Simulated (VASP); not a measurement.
Band structure of SiO₂ (space group I-42d). Computed with modified Becke-Johnson potential (mBJ), VASP's PBE PAW potentials (set 64) (plane waves; VASP 6.6.1).

mBJ is a potential without an energy functional, so only the levels count.

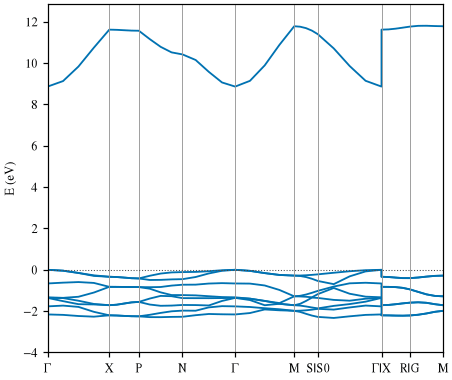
*Bands along high-symmetry lines, zero at the valence-band maximum or, without a gap, the Fermi level*

Problem. Read the plot: is there a gap, and where are the band edges?

Solution. The gap is direct, 8.86 eV, from the valence maximum at Γ to the conduction minimum at Γ.

The structure comes from a computed database's SiO2 entry (I-42d); how it stands against other phases isn't given here. It was relaxed first. The cell's shape comes from a PBE relaxation.
